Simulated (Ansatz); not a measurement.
Input file:

```
crystal:
  periodic: [false, false, false]
  atoms:
    - { symbol: C, position_ang: [-0.9935, 1.3316, -0.1102] }
    - { symbol: As, position_ang: [0.4783, 0.8198, 1.0095] }
    - { symbol: C, position_ang: [0.1176, -1.0955, 0.7901] }
    - { symbol: Si, position_ang: [1.3651, -0.7259, -0.5908] }
    - { symbol: H, position_ang: [-1.9115, 0.7026, 0.0212] }
    - { symbol: H, position_ang: [-1.334, 2.4256, 0.1549] }
    - { symbol: H, position_ang: [-0.7304, 1.3703, -1.19] }
    - { symbol: H, position_ang: [0.656, -1.6925, 1.5955] }
    - { symbol: H, position_ang: [-0.8741, -1.3526, 0.5333] }
    - { symbol: H, position_ang: [2.6729, -1.1791, -0.316] }
    - { symbol: H, position_ang: [1.27546, 1.96566, 1.61113] }
basis:
  gaussian: { orbitals: def2-SVP }
hamiltonian:
  xc: b3lyp
relax:
  f_tol: 0.02
  max_steps: 50
output:
  orbitals: {}
```

Command:

```sh
ansatz run input.yaml --threads 2 --pin off --max-ram 3072MiB --backend cpu --events-out ev --progress --plain --runs-dir out
```

The fields are those of the run's last geometry, not of the input's.

Level of theory: Ansatz, RKS B3LYP/def2-SVP.

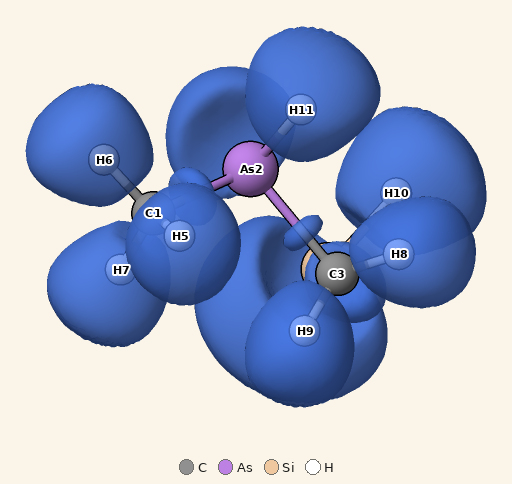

C$_{2}$H$_{7}$AsSi. Isosurface of the ELF at 0.8 (blue), seen at a tilt. Core shells and regions of very low density are left out.

Q: Identify the bonds, lone pairs and shells in this picture.

A: The surface consists of two regions between bonded As–C atoms (shared pairs), one region between bonded C–Si atoms (shared pairs), seven regions around hydrogen nuclei, one lobe on As, pointing away from the bonds (lone pairs) and one lobe on Si, pointing away from the bonds (lone pairs). Profiles from the grid: C–Si (1.91 Å): the ELF peaks at about 0.95 between the atoms (a covalent bond). C–As (1.97 Å): the ELF peaks at about 0.90 between the atoms; a covalent bond.
